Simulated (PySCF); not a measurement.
```yaml
atoms:
  - { symbol: Cl, position_ang: [-0.9841, 1.7049, -0.4549] }
  - { symbol: Si, position_ang: [0.0099, -0.0045, -0.1641] }
  - { symbol: Cl, position_ang: [-0.9826, -1.7106, -0.4584] }
  - { symbol: Cl, position_ang: [1.9875, -0.0018, -0.4475] }
  - { symbol: H, position_ang: [0.0065, 0.0279, 1.4689] }
```

Geometry: PBE0-D3(BJ)/def2-SVP.

These are results of DFT single point, gas phase, functional wB97X (PySCF 2.14.0, density-fitted response routines), not measurements.

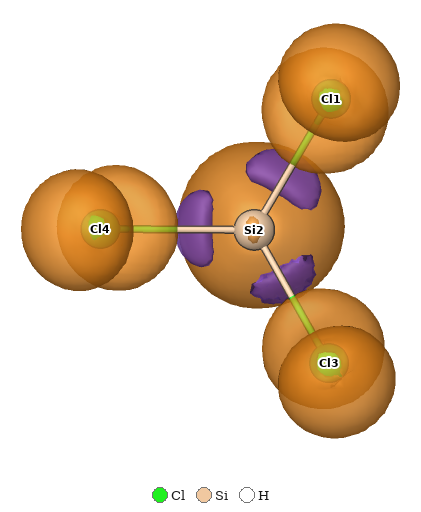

Cl3HSi (SMILES Cl[SiH](Cl)[Cl+]) (charge +1, doublet). Isosurfaces of the spin density at +0.015 (orange) and −0.015 e/Å³ (purple), seen across its widest extent.

Question: Which atoms carry the spin?

Answer: The unpaired spin (1 electron) lies mostly on H5 (about 0.4), Cl1 (about 0.2), Cl4 (about 0.2), Cl3 (about 0.2) and Si2 (about 0.1), in electrons by Hirshfeld's partition.
